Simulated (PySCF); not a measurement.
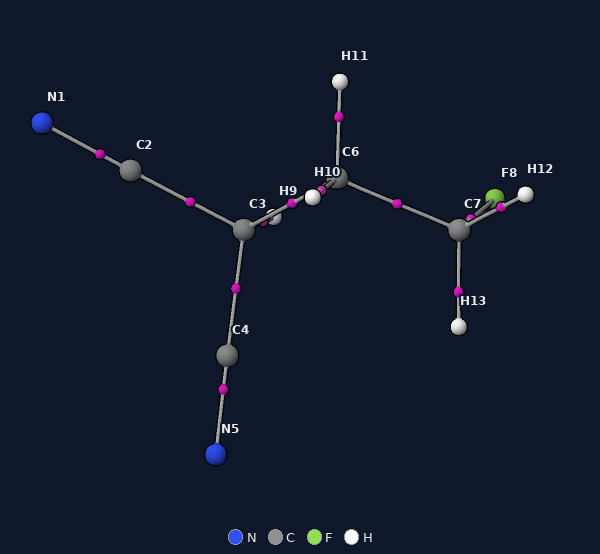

Figure 1: C5H5FN2, SMILES `N#CC(C#N)CCF`. Molecular graph of the electron density (QTAIM): bond paths, bond critical points (magenta), ring points (cyan, if any); weak paths are dashed.

Computed with PySCF, B3LYP/def2-SVPD, geometry: GFN2-xTB. No frequency check shows the geometry to be a minimum.

Geometry (Å), atoms numbered from 1:

```
N1       2.7572   -1.2713   -0.0347
C2       1.7493   -0.7511   -0.1591
C3       0.4601   -0.1016   -0.2959
C4       0.6383    1.3255   -0.1076
N5       0.7633    2.4472    0.0622
C6      -0.5471   -0.6691    0.7267
C7      -1.9406   -0.1059    0.4814
F8      -2.3866   -0.4961   -0.7580
H9       0.0850   -0.2768   -1.3144
H10     -0.2349   -0.4182    1.7419
H11     -0.5733   -1.7566    0.6262
H12     -2.6564   -0.4914    1.2134
H13     -1.9448    0.9895    0.4899
```

> How many critical points of each kind are there, and does the count close?

13 nuclei, 12 bond, 0 ring and 0 cage critical points: 13 − 12 + 0 − 0 = 1, as the Poincaré–Hopf relation requires.

> Give the properties at the bond critical points.

| bond | length (Å) | ρ (a.u.) | ∇²ρ (a.u.) | ε | H (a.u.) |
| --- | --- | --- | --- | --- | --- |
| C4–N5 | 1.141 | 0.484 | +0.36 | 0.00 | −0.914 |
| N1–C2 | 1.141 | 0.484 | +0.37 | 0.00 | −0.914 |
| C7–H12 | 1.094 | 0.287 | −1.12 | 0.05 | −0.314 |
| C7–H13 | 1.095 | 0.287 | −1.12 | 0.05 | −0.314 |
| C6–H11 | 1.092 | 0.280 | −1.04 | 0.01 | −0.302 |
| C6–H10 | 1.091 | 0.280 | −1.04 | 0.01 | −0.302 |
| C3–H9 | 1.099 | 0.277 | −1.06 | 0.01 | −0.300 |
| C2–C3 | 1.450 | 0.271 | −0.68 | 0.02 | −0.242 |
| C3–C4 | 1.450 | 0.271 | −0.68 | 0.02 | −0.242 |
| C6–C7 | 1.523 | 0.254 | −0.61 | 0.05 | −0.207 |
| C7–F8 | 1.374 | 0.236 | +0.08 | 0.04 | −0.324 |
| C3–C6 | 1.543 | 0.235 | −0.52 | 0.01 | −0.185 |

> What kind of interaction is C3–C4?

Shared-shell (covalent): ρ = 0.271, ∇²ρ = −0.68, H = −0.242 a.u.

The PySCF run took 70 s on 1 thread of Intel(R) Xeon(R) Processor @ 2.50GHz (Skylake/Cascade Lake) (shared host), peak memory 0.79 GiB.
